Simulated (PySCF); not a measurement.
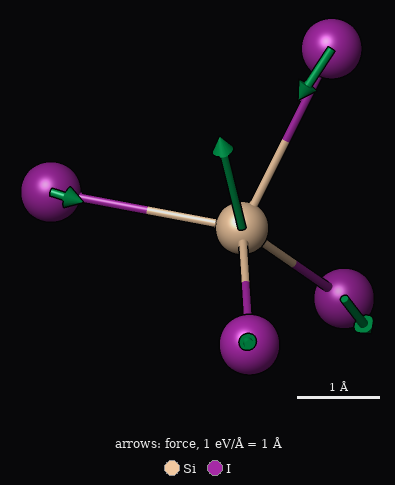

Starting geometry of SiI$_{4}$ with the computed forces as green arrows. A ball-and-stick model, seen from a free direction.

The start comes from GFN2-xTB. Its atoms were then displaced at random by about 0.03 Å.

These are results of PBE0-D3(BJ)/def2-SVP geometry optimisation, gas phase in PySCF, not measurements. 

Q: What follows when this structure is relaxed?

A: It isn't relaxed: the largest force vector, on the Si atom, is 1.45 eV/Å. The final displacements follow the starting forces only in part (cosine between the two patterns 0.70). Over 4 geometry steps the energy falls by 2.18 kcal/mol. The atom that moves furthest after the best rigid fit is the Si atom (0.075 Å). Largest moves by element: Si 0.075 Å, I 0.071 Å. Among the contacts that change: I–Si 2.531 → 2.439 Å, I–Si 2.373 → 2.440 Å, I–Si 2.475 → 2.439 Å, I–Si 2.454 → 2.438 Å. Bond angles that change, for instance: I–Si–I 105.6° → 109.5°, I–Si–I 113.1° → 109.7°. The run took 3 min on 1 thread of Intel(R) Xeon(R) Processor @ 2.50GHz, with other jobs on the host.
